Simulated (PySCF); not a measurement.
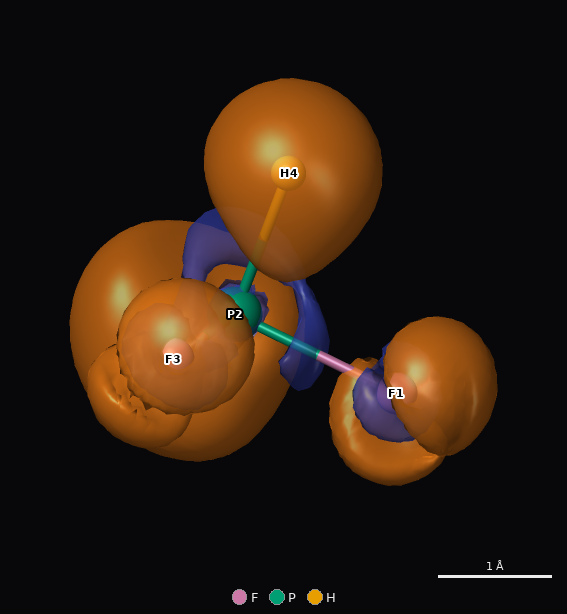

F₂HP, SMILES `FPF`. Fukui function f⁻ = ρ(N) − ρ(N−1) at fixed geometry, surfaces at ±0.03 e/Å³ (orange positive, blue negative).

Computed with PySCF, B3LYP/def2-SVPD, geometry: GFN2-xTB. No frequency check shows the geometry to be a minimum. GFN2-xTB bond lengths at metals and heavier atoms can be off by up to 0.1 Å and shapes distorted, which carries into these values.

Input script:

```python
import numpy as np
from pyscf import gto, scf, dft
from pyscf.scf import atom_ks, atom_hf
from scipy.linalg import block_diag

def solve(mol, dm0=None, hcore=None):
    mf = (dft.UKS if mol.spin else dft.RKS)(mol, xc='b3lyp')
    mf.grids.level = 3
    mf = mf.density_fit(auxbasis='def2-universal-jkfit')
    mf.conv_tol, mf.max_cycle = 1e-8, 80
    if hcore is not None:
        mf.get_hcore = lambda *args: hcore
    mf.kernel(dm0)
    if not mf.converged:
        mf = mf.newton().run(mf.mo_coeff, mf.mo_occ, max_cycle=30)
    assert mf.converged, 'SCF not converged'
    return mf

mol = gto.M(atom='''
F      1.18942    -0.51928     0.01663
P     -0.00001     0.56842    -0.10592
F     -1.18940    -0.51930     0.01663
H     -0.00003     0.82088     1.28953
''', basis='def2-svpd', charge=0, spin=0, verbose=4)
mf = solve(mol)
out = dict(e0=mf.e_tot, dm0=mf.make_rdm1(), c=mf.mo_coeff, occ=mf.mo_occ, eps=mf.mo_energy)
for name, dq, spin in [('cation', 1, 1)]:
    ion = mol.copy().set(charge=mol.charge + dq, spin=spin).build()
    mi = solve(ion)
    if spin and dq > 0 and mol.nao < 130:
        c, _, stable, _ = mi.stability(return_status=True)
        if not stable:
            mi = solve(ion, mi.make_rdm1(c, mi.mo_occ))
    print(name, 'vertical energy change / eV', (mi.e_tot - mf.e_tot) * 27.211386)
    out.update({'e_' + name: mi.e_tot, 'dm_' + name: mi.make_rdm1(), 's2_' + name: mi.spin_square()[0], 'eps_' + name: mi.mo_energy, 'occ_' + name: mi.mo_occ})
# spherically averaged free atoms, for the promolecule
atm = atom_ks.get_atm_nrks(mol, xc='b3lyp')
pro = block_diag(*[(atm[a[0]][2] * atm[a[0]][3]) @ atm[a[0]][2].T for a in mol._atom])
np.savez('result.npz', pro=pro, **out)
```

Command:

```sh
OMP_NUM_THREADS=1 python input.py
```

The run took 51 s on 1 thread of Arm Neoverse V1, on a shared host, peak memory 0.4 GiB.

Partitions, critical points and surface values were worked out afterwards from this run's density.

Question: Which atoms respond most to the removal of an electron?

Answer: f⁻ (Hirshfeld-condensed) is largest on P2 (0.50); the vertical ionisation energy is 11.26 eV. Condensed values hint at sites of electrophilic attack but needn't mark the atom that reacts. Orbital relaxation makes it negative in places (0.09 e in all).

| atom | f⁻ | charge |
| --- | --- | --- |
| F1 | +0.16 | −0.17 |
| P2 | +0.50 | +0.37 |
| F3 | +0.16 | −0.17 |
| H4 | +0.18 | −0.03 |
